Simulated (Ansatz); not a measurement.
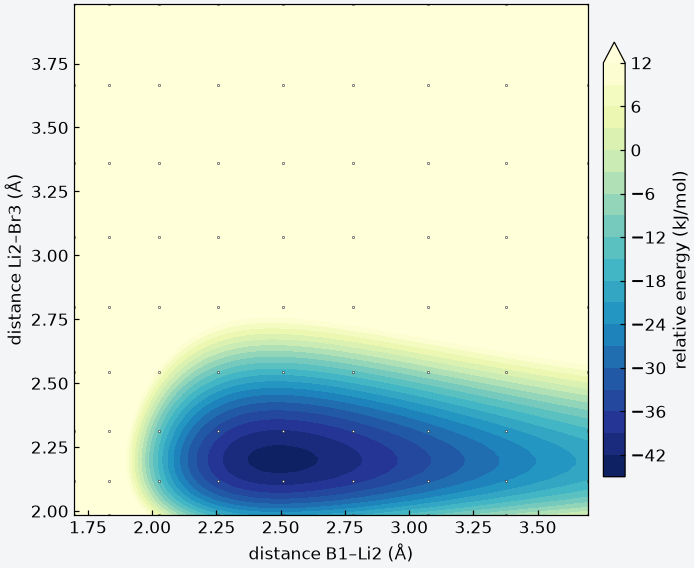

The system B + LiBr, spin multiplicity 2. 
- The first coordinate is: distance B1–Li2; the second: distance Li2–Br3.
- Nothing is relaxed (the angle B1–Li2–Br3 is fixed at 180 degrees).
- The grid has 9 × 9 points.
- Points are written as (first, second).
- Energies are in kJ/mol, from B far from the relaxed LiBr (each part in its own basis).
- Theory: UKS PBE0-D4/def2-SVPD in Ansatz 0.2.0.

In the figure: filled contours, dots at the grid points, one colour for all values above the top of the scale. Between grid points the surface is interpolated.

> Estimate the position of the minimum and the force constants in these coordinates.

The interpolated minimum is at distance B1–Li2 ≈ 2.491 Å, distance Li2–Br3 ≈ 2.201 Å. The curvatures there are about 1.2 eV/Å² and 7.3 eV/Å², with a cross term of about 0 eV/Å². Round the minimum the two coordinates are nearly uncoupled. (1 eV is 96.5 kJ/mol.)
